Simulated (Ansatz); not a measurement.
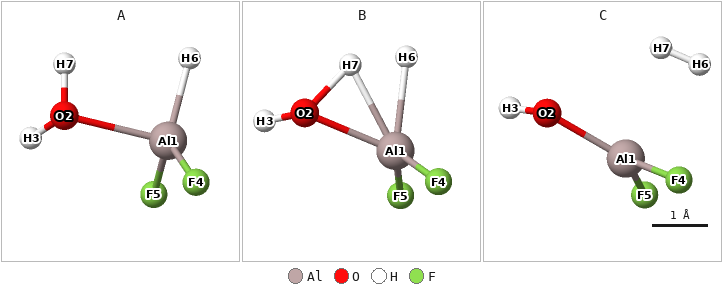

3 geometries from a converged minimum-energy path of AlH₃OF₂, shuffled. Style: ball-and-stick. Shown face on.

Level of theory: Ansatz, RKS PBE-D4/def2-SVP. Set-up: 5 movable images; climbing image; force threshold 0.05 eV/Å; iteration limit 60; starting path through a guess of the saddle point.

Which frame is the top of the path?

B. In order along the path, whose images run from 0 to 6: C (image 0, 0.0 kJ/mol), B (image 3, +60.9 kJ/mol), A (image 5, −0.8 kJ/mol). Breaking: H6–H7 (0.78 → 1.07 at the top → 2.86 Å). Forming: Al1–H6 (2.22 → 1.76 at the top → 1.59 Å), O2–H7 (2.49 → 1.27 at the top → 0.98 Å).
